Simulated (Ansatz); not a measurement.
```xyz
7
charge 0, multiplicity 1
Si   -1.5269   -0.7024    0.6720
F    -1.0050   -1.9011   -0.2582
H    -2.5820   -1.2854    1.5295
H    -2.0128    0.3436   -0.2543
N    -0.3428   -0.0202    1.6759
H    -0.0411   -0.4715    2.5234
H     0.3519    0.6168    1.3233
```

Describe the molecule in this file.

The molecule is FH₄NSi. The point group is Cs. Coordination, clear cases only: 1 Si tetrahedral.

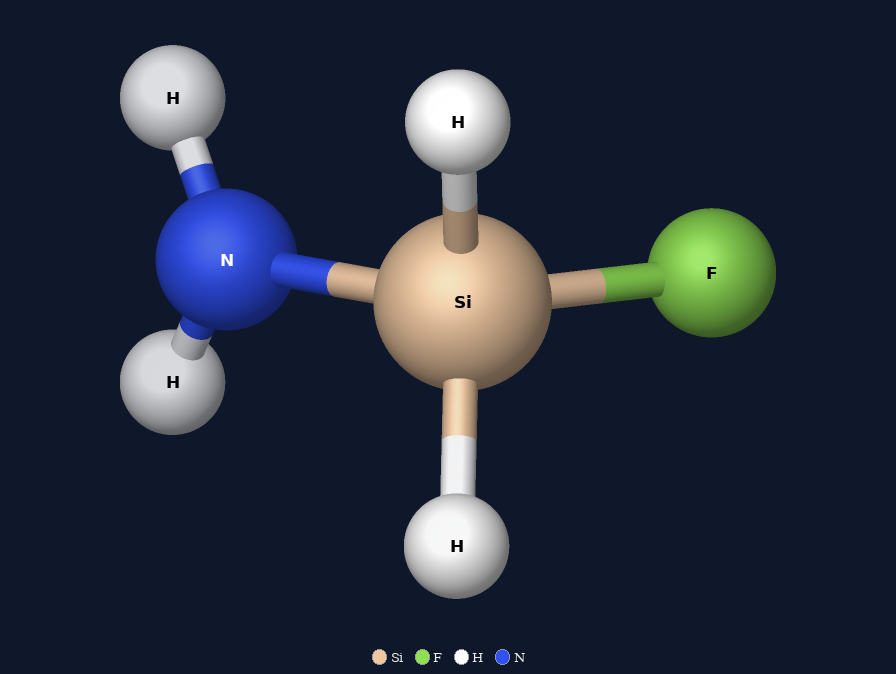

Source: calculation with Ansatz.
